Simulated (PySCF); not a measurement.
# AgI (SMILES [Ag][I]): levels of theory compared

We compute a comparison of 6 runs (HF/STO-3G, HF/def2-SVP, HF/3-21G, HF/def2-TZVP, SVWN5/def2-SVP, r2SCAN/def2-TZVP) of AgI. 

The calculation is run with PySCF 2.14.0.

## Step 1: The system as given

AgI has 2 atoms, charge 0, and is taken as a singlet. SMILES: `[Ag][I]`. The bond length is the measured one.

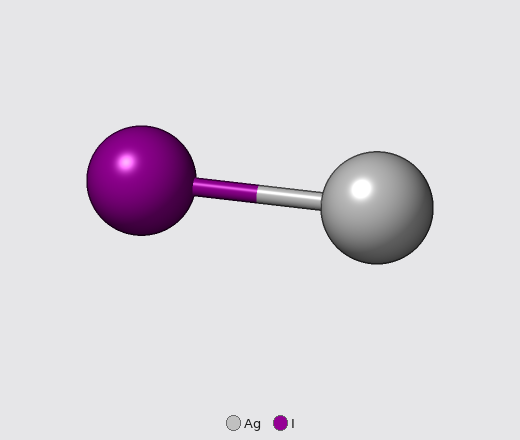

The structure, seen from a chosen angle (silver light grey, iodine purple).

## Step 2: Energy and forces at HF/STO-3G (run 1)

The input, calc.py:

```python
from pyscf import gto, scf

molecule = gto.M(
    atom=[
    ('Ag', (0.000000, 0.000000, 0.000000)),
    ('I', (0.000000, 0.000000, 2.544621)),
],
    spin=0,
    charge=0,
    verbose=4,
    basis='sto-3g',
    max_memory=1860,
)

myscf = scf.RHF(molecule)
myscf.conv_tol = 1e-10
myscf.kernel()
if not myscf.converged:
    myscf = myscf.newton().run(myscf.mo_coeff, myscf.mo_occ)

e_tot = myscf.e_tot
print(f'total energy: {e_tot:.8f} hartree')
grad = myscf.nuc_grad_method().kernel()
myscf.analyze()
```

Launch:

```sh
$ OMP_NUM_THREADS=1 python calc.py
```

The program printed:

```text
PySCF version 2.14.0

[INPUT] num. atoms = 2
[INPUT] num. electrons = 100
[INPUT] charge = 0
[INPUT] spin (= nelec alpha-beta = 2S) = 0
[INPUT] symmetry False subgroup None
[INPUT] Mole.unit = angstrom
[INPUT] Symbol           X                Y                Z      unit          X                Y                Z       unit  Magmom
[INPUT]  1 Ag     0.000000000000   0.000000000000   0.000000000000 AA    0.000000000000   0.000000000000   0.000000000000 Bohr   0.0
[INPUT]  2 I      0.000000000000   0.000000000000   2.544621000000 AA    0.000000000000   0.000000000000   4.808636780817 Bohr   0.0

nuclear repulsion = 518.026233534079
number of shells = 22
number of NR pGTOs = 162
number of NR cGTOs = 54
basis = sto-3g
ecp = {}

[... 44 lines left out ...]
total energy: -11997.27042654 hartree
[... 14 lines left out ...]
DFT Exchange-Correlation Energy =     -318.752393465538262
[... 7 lines left out ...]
MO #6   energy= -168.387111505347  occ= 2
[... 5 lines left out ...]
MO #12  energy= -32.48923412645    occ= 2
[... 5 lines left out ...]
MO #18  energy= -23.3049509876822  occ= 2
[... 5 lines left out ...]
MO #24  energy= -14.0593644700574  occ= 2
[... 5 lines left out ...]
MO #30  energy= -5.10542433559795  occ= 2
[... 5 lines left out ...]
MO #36  energy= -2.57188170668791  occ= 2
[... 5 lines left out ...]
MO #42  energy= -0.636196804407618 occ= 2
[... 5 lines left out ...]
MO #48  energy= -0.24793837303133  occ= 2
[... 5 lines left out ...]
MO #54  energy= 0.416419959991107  occ= 0
[... 20 lines left out ...]
pop of  0 Ag 3dyz         2.00000
pop of  0 Ag 3dz^2        1.99997
pop of  0 Ag 3dxz         2.00000
pop of  0 Ag 3dx2-y2      2.00000
pop of  0 Ag 4dxy         2.00000
pop of  0 Ag 4dyz         1.99661
pop of  0 Ag 4dz^2        1.12938
pop of  0 Ag 4dxz         1.99661
pop of  0 Ag 4dx2-y2      2.00000
pop of  1 I 1s            2.00000
pop of  1 I 2s            2.00000
pop of  1 I 3s            1.99995
pop of  1 I 4s            1.99999
pop of  1 I 5s            1.94481
pop of  1 I 2px           2.00000
pop of  1 I 2py           2.00000
pop of  1 I 2pz           2.00000
pop of  1 I 3px           2.00000
pop of  1 I 3py           2.00000
pop of  1 I 3pz           1.99997
pop of  1 I 4px           1.99998
pop of  1 I 4py           1.99998
pop of  1 I 4pz           1.99990
pop of  1 I 5px           1.94782
pop of  1 I 5py           1.94782
pop of  1 I 5pz           1.60810
pop of  1 I 3dxy          2.00000
pop of  1 I 3dyz          2.00000
pop of  1 I 3dz^2         2.00000
pop of  1 I 3dxz          2.00000
pop of  1 I 3dx2-y2       2.00000
pop of  1 I 4dxy          2.00000
pop of  1 I 4dyz          1.99978
pop of  1 I 4dz^2         1.99844
pop of  1 I 4dxz          1.99978
pop of  1 I 4dx2-y2       2.00000
 ** Mulliken atomic charges  **
charge of    0Ag =      0.44629
charge of    1I =     -0.44629
Dipole moment(X, Y, Z, Debye): -0.00000, -0.00000, -4.60026
```

Wall time 8.1 s (1 thread of Intel Xeon at 2.70GHz, shared host); peak memory 0.13 GiB.

## Step 3: Energy and gradient at HF/def2-SVP (core potential) (run 2)

The input, run.py:

```python
import pyscf.grad
from pyscf import gto, scf

molecule = gto.Mole()
molecule.atom = [
    ('Ag', (0.000000, 0.000000, 0.000000)),
    ('I', (0.000000, 0.000000, 2.544621)),
]
molecule.verbose = 4
molecule.charge = 0
molecule.max_memory = 1860
molecule.ecp = {'Ag': 'def2-svp', 'I': 'def2-svp'}
molecule.basis = 'def2-svp'
molecule.spin = 0
molecule.build()

mf = scf.RHF(molecule)
mf.conv_tol = 1e-10
mf.kernel()
if not mf.converged:
    mf = mf.newton().run(mf.mo_coeff, mf.mo_occ)

e_final = mf.e_tot
print('E(%s) = %.9f' % ('HF', e_final))
grad = mf.Gradients().kernel()
mf.analyze()
```

Launch:

```sh
$ OMP_NUM_THREADS=1 python run.py
```

The program printed:

```text
PySCF version 2.14.0

[INPUT] num. atoms = 2
[INPUT] num. electrons = 44
[INPUT] charge = 0
[INPUT] spin (= nelec alpha-beta = 2S) = 0
[INPUT] symmetry False subgroup None
[INPUT] Mole.unit = angstrom
[INPUT] Symbol           X                Y                Z      unit          X                Y                Z       unit  Magmom
[INPUT]  1 Ag     0.000000000000   0.000000000000   0.000000000000 AA    0.000000000000   0.000000000000   0.000000000000 Bohr   0.0
[INPUT]  2 I      0.000000000000   0.000000000000   2.544621000000 AA    0.000000000000   0.000000000000   4.808636780817 Bohr   0.0

nuclear repulsion = 98.7805945117171
number of shells = 21
number of NR pGTOs = 118
number of NR cGTOs = 57
basis = def2-svp
ecp = {'Ag': 'def2-svp', 'I': 'def2-svp'}

[... 56 lines left out ...]
One-electron Energy =                 -977.330496968309603
[... 7 lines left out ...]
MO #3   energy= -5.52266456323164  occ= 2
[... 5 lines left out ...]
MO #9   energy= -2.22318091068183  occ= 2
[... 5 lines left out ...]
MO #15  energy= -0.571254516418367 occ= 2
[... 5 lines left out ...]
MO #21  energy= -0.324639279574809 occ= 2
[... 5 lines left out ...]
MO #27  energy= 0.181967868582551  occ= 0
[... 5 lines left out ...]
MO #33  energy= 0.539786560528734  occ= 0
[... 5 lines left out ...]
MO #39  energy= 0.689955785853037  occ= 0
[... 5 lines left out ...]
MO #45  energy= 2.36028661024757   occ= 0
[... 5 lines left out ...]
MO #51  energy= 2.94348914790196   occ= 0
[... 5 lines left out ...]
MO #57  energy= 56.6346625529369   occ= 0
[... 23 lines left out ...]
pop of  0 Ag 5dz^2        0.41716
pop of  0 Ag 5dxz         0.42258
pop of  0 Ag 5dx2-y2      0.00155
pop of  0 Ag 4f-3         0.00000
pop of  0 Ag 4f-2         0.00003
pop of  0 Ag 4f-1         0.00016
pop of  0 Ag 4f+0         0.00036
pop of  0 Ag 4f+1         0.00016
pop of  0 Ag 4f+2         0.00003
pop of  0 Ag 4f+3         0.00000
pop of  1 I 4s            1.78264
pop of  1 I 5s            1.93011
pop of  1 I 6s            0.07902
pop of  1 I 7s            0.17138
pop of  1 I 4px           0.03399
pop of  1 I 4py           0.42164
pop of  1 I 4pz           0.42164
pop of  1 I 5px           1.80749
pop of  1 I 5py           1.61249
pop of  1 I 5pz           1.61249
pop of  1 I 6px           0.24796
pop of  1 I 6py           1.87103
pop of  1 I 6pz           1.87103
pop of  1 I 7px           1.25611
pop of  1 I 7py           0.00651
pop of  1 I 7pz           0.00651
pop of  1 I 4dxy          1.76727
pop of  1 I 4dyz          1.77033
pop of  1 I 4dz^2         1.76727
pop of  1 I 4dxz          1.76552
pop of  1 I 4dx2-y2       1.99814
pop of  1 I 5dxy          0.23481
pop of  1 I 5dyz          0.22348
pop of  1 I 5dz^2         0.23481
pop of  1 I 5dxz          0.23467
pop of  1 I 5dx2-y2       0.00187
 ** Mulliken atomic charges  **
charge of    0Ag =      0.13025
charge of    1I =     -0.13025
Dipole moment(X, Y, Z, Debye): -0.00000, -0.00000, -6.72486
```

It took 7.2 s on 1 thread of Intel Xeon at 2.70GHz, shared host; peak memory 0.13 GiB.

## Step 4: Energy and forces at HF/3-21G (run 3)

The input, job.py:

```python
from pyscf import gto

mol = gto.M(
    atom=[
    ('Ag', (0.000000, 0.000000, 0.000000)),
    ('I', (0.000000, 0.000000, 2.544621)),
],
    basis='3-21g',
    verbose=4,
    max_memory=1860,
)

myscf = mol.RHF()
myscf.conv_tol = 1e-10
myscf.kernel()
if not myscf.converged:
    myscf = myscf.newton().run(myscf.mo_coeff, myscf.mo_occ)

energy = myscf.e_tot
print('Final energy', energy)
grad = myscf.nuc_grad_method().kernel()
myscf.analyze()
```

Launch:

```sh
$ OMP_NUM_THREADS=1 python job.py
```

The program printed:

```text
PySCF version 2.14.0

[INPUT] num. atoms = 2
[INPUT] num. electrons = 100
[INPUT] charge = 0
[INPUT] spin (= nelec alpha-beta = 2S) = 0
[INPUT] symmetry False subgroup None
[INPUT] Mole.unit = angstrom
[INPUT] Symbol           X                Y                Z      unit          X                Y                Z       unit  Magmom
[INPUT]  1 Ag     0.000000000000   0.000000000000   0.000000000000 AA    0.000000000000   0.000000000000   0.000000000000 Bohr   0.0
[INPUT]  2 I      0.000000000000   0.000000000000   2.544621000000 AA    0.000000000000   0.000000000000   4.808636780817 Bohr   0.0

nuclear repulsion = 518.026233534079
number of shells = 27
number of NR pGTOs = 162
number of NR cGTOs = 67
basis = 3-21g
ecp = {}

[... 50 lines left out ...]
One-electron Energy =               -17673.251268671221624
[... 8 lines left out ...]
MO #4   energy= -168.211270667617  occ= 2
[... 6 lines left out ...]
MO #11  energy= -37.7411325011934  occ= 2
[... 6 lines left out ...]
MO #18  energy= -24.0812448353577  occ= 2
[... 6 lines left out ...]
MO #25  energy= -14.7106576770129  occ= 2
[... 6 lines left out ...]
MO #32  energy= -5.29630477577747  occ= 2
[... 6 lines left out ...]
MO #39  energy= -2.3418943975828   occ= 2
[... 6 lines left out ...]
MO #46  energy= -0.564898997511647 occ= 2
[... 6 lines left out ...]
MO #53  energy= 0.0569569931458729 occ= 0
[... 6 lines left out ...]
MO #60  energy= 0.658880721396344  occ= 0
[... 6 lines left out ...]
MO #67  energy= 1.6770470751617    occ= 0
[... 33 lines left out ...]
pop of  0 Ag 5dxy         0.00080
pop of  0 Ag 5dyz         0.00069
pop of  0 Ag 5dz^2        0.00028
pop of  0 Ag 5dxz         0.00069
pop of  0 Ag 5dx2-y2      0.00080
pop of  1 I 1s            1.99999
pop of  1 I 2s            1.99995
pop of  1 I 3s            1.99974
pop of  1 I 4s            1.99867
pop of  1 I 5s            1.91822
pop of  1 I 6s            0.01070
pop of  1 I 2px           1.99998
pop of  1 I 2py           1.99998
pop of  1 I 2pz           1.99998
pop of  1 I 3px           1.99988
pop of  1 I 3py           1.99988
pop of  1 I 3pz           1.99987
pop of  1 I 4px           1.99935
pop of  1 I 4py           1.99935
pop of  1 I 4pz           1.99926
pop of  1 I 5px           1.97484
pop of  1 I 5py           1.97484
pop of  1 I 5pz           1.71862
pop of  1 I 6px           0.00491
pop of  1 I 6py           0.00491
pop of  1 I 6pz           0.00250
pop of  1 I 3dxy          2.00000
pop of  1 I 3dyz          2.00000
pop of  1 I 3dz^2         1.99997
pop of  1 I 3dxz          2.00000
pop of  1 I 3dx2-y2       2.00000
pop of  1 I 4dxy          2.00000
pop of  1 I 4dyz          1.99995
pop of  1 I 4dz^2         1.99973
pop of  1 I 4dxz          1.99995
pop of  1 I 4dx2-y2       2.00000
 ** Mulliken atomic charges  **
charge of    0Ag =      0.60502
charge of    1I =     -0.60502
Dipole moment(X, Y, Z, Debye):  0.00000, -0.00000, -7.78427
```

Wall time 11 s (1 thread of Intel Xeon at 2.70GHz, shared host); peak memory 0.14 GiB.

Runs 4 to 5 aren't shown in full; the table further down has their settings and results.

## Step 5: Energy and gradient at r2SCAN/def2-TZVP (core potential) (run 6)

The input, calc.py:

```python
import pyscf.grad
from pyscf import gto, dft

molecule = gto.M(
    atom=[
    ('Ag', (0.000000, 0.000000, 0.000000)),
    ('I', (0.000000, 0.000000, 2.544621)),
],
    max_memory=1860,
    ecp='def2-svp',
    spin=0,
    verbose=4,
    basis='def2-tzvp',
)

mf = dft.RKS(molecule, xc='r2scan')
mf.conv_tol = 1e-10
mf.grids.level = 5
mf.kernel()
if not mf.converged:
    mf = mf.newton().run(mf.mo_coeff, mf.mo_occ)

e_tot = mf.e_tot
print(f'total energy: {e_tot:.8f} hartree')
grad = mf.Gradients().kernel()
mf.analyze()
```

Launch:

```sh
$ OMP_NUM_THREADS=1 python calc.py
```

The program printed:

```text
PySCF version 2.14.0

[INPUT] num. atoms = 2
[INPUT] num. electrons = 44
[INPUT] charge = 0
[INPUT] spin (= nelec alpha-beta = 2S) = 0
[INPUT] symmetry False subgroup None
[INPUT] Mole.unit = angstrom
[INPUT] Symbol           X                Y                Z      unit          X                Y                Z       unit  Magmom
[INPUT]  1 Ag     0.000000000000   0.000000000000   0.000000000000 AA    0.000000000000   0.000000000000   0.000000000000 Bohr   0.0
[INPUT]  2 I      0.000000000000   0.000000000000   2.544621000000 AA    0.000000000000   0.000000000000   4.808636780817 Bohr   0.0

nuclear repulsion = 98.7805945117171
number of shells = 30
number of NR pGTOs = 160
number of NR cGTOs = 90
basis = def2-tzvp
ecp = def2-svp

[... 41 lines left out ...]
WARN: HOMO -0.305336134056784 == LUMO -0.305336134056783
[... 44 lines left out ...]
MO #1   energy= -6.75279292247802  occ= 2
[... 8 lines left out ...]
MO #10  energy= -1.82022889820326  occ= 2
[... 8 lines left out ...]
MO #19  energy= -0.31799588199045  occ= 2
[... 8 lines left out ...]
MO #28  energy= 0.162039236986646  occ= 0
[... 8 lines left out ...]
MO #37  energy= 0.265669055965015  occ= 0
[... 8 lines left out ...]
MO #46  energy= 0.887434643738664  occ= 0
[... 8 lines left out ...]
MO #55  energy= 1.39317828323309   occ= 0
[... 8 lines left out ...]
MO #64  energy= 2.01481172232457   occ= 0
[... 8 lines left out ...]
MO #73  energy= 2.54067903276623   occ= 0
[... 8 lines left out ...]
MO #82  energy= 3.25367782110091   occ= 0
[... 9 lines left out ...]
WARN: Weak orthogonality for localized orbitals 1.937607301448656e-09
[... 57 lines left out ...]
pop of  1 I 6pz           1.85605
pop of  1 I 7px           0.88240
pop of  1 I 7py           0.00227
pop of  1 I 7pz           0.00227
pop of  1 I 8px           0.09563
pop of  1 I 8py           0.00191
pop of  1 I 8pz           0.00191
pop of  1 I 4dxy          1.41574
pop of  1 I 4dyz          1.41909
pop of  1 I 4dz^2         1.41574
pop of  1 I 4dxz          1.41702
pop of  1 I 4dx2-y2       1.99502
pop of  1 I 5dxy          0.45817
pop of  1 I 5dyz          0.44677
pop of  1 I 5dz^2         0.45817
pop of  1 I 5dxz          0.47099
pop of  1 I 5dx2-y2       0.00229
pop of  1 I 6dxy          0.12876
pop of  1 I 6dyz          0.15530
pop of  1 I 6dz^2         0.12876
pop of  1 I 6dxz          0.11185
pop of  1 I 6dx2-y2       0.00284
pop of  1 I 4f-3          0.00000
pop of  1 I 4f-2          0.00002
pop of  1 I 4f-1          0.00053
pop of  1 I 4f+0          0.00159
pop of  1 I 4f+1          0.00053
pop of  1 I 4f+2          0.00002
pop of  1 I 4f+3          0.00000
pop of  1 I 5f-3          0.00000
pop of  1 I 5f-2          0.00003
pop of  1 I 5f-1          0.00335
pop of  1 I 5f+0          0.01171
pop of  1 I 5f+1          0.00335
pop of  1 I 5f+2          0.00007
pop of  1 I 5f+3          0.00000
 ** Mulliken atomic charges  **
charge of    0Ag =     -0.25424
charge of    1I =      0.25424
Dipole moment(X, Y, Z, Debye): -0.00000,  0.00000, -4.64813
```

It took 30 s on 1 thread of Intel Xeon at 2.70GHz, shared host; peak memory 0.9 GiB.

## Step 6: The series

```csv
run,level,core potential,integration grid,energy (Eh),dipole moment (D),HOMO energy (eV),LUMO energy (eV),wall time
1,HF/STO-3G,–,–,-11997.270427,4.60,-6.46,3.63,8.1 s
2,HF/def2-SVP (core potential),def2-svp,–,-442.796452,6.72,-8.83,-0.48,7.2 s
3,HF/3-21G,–,–,-12060.860647,7.78,-8.50,-0.36,11 s
4,HF/def2-TZVP (core potential),def2-svp,–,-442.838199,6.74,-8.90,-0.49,16 s
5,SVWN5/def2-SVP (core potential),def2-svp,5,-444.037241,3.73,-5.98,-4.15,8.1 s
6,r2SCAN/def2-TZVP (core potential),def2-svp,5,-444.909018,4.65,-6.02,-3.67,30 s
```

## Step 7: Summary of results

| quantity | value |
| --- | --- |
| run 6: total energy | -444.90902 Eh |
| run 6: dipole moment | 4.65 D |
| run 6: HOMO energy | -6.02 eV |
| run 6: LUMO energy | -3.67 eV |
| run 6: HOMO–LUMO gap | 2.36 eV |
| run 6: largest force on an atom | 0.055 eV/Å |

What this shows: The dipole moment (its size) runs from 3.73 D (SVWN5/def2-SVP) to 7.78 D (HF/3-21G). The two ends differ in method and basis and core potential. The HOMO–LUMO gap runs from 1.83 eV (SVWN5/def2-SVP) to 10.09 eV (HF/STO-3G). Totals of different functionals can't be ranked against each other. Some runs of one species differ in core potentials or relativity; totals across that change don't compare. In run 1 the basis is minimal, so the values are rough. In runs 1, 3 relativity is left out where basis or elements ask for it. All runs together took 80 s, the longest 30 s.
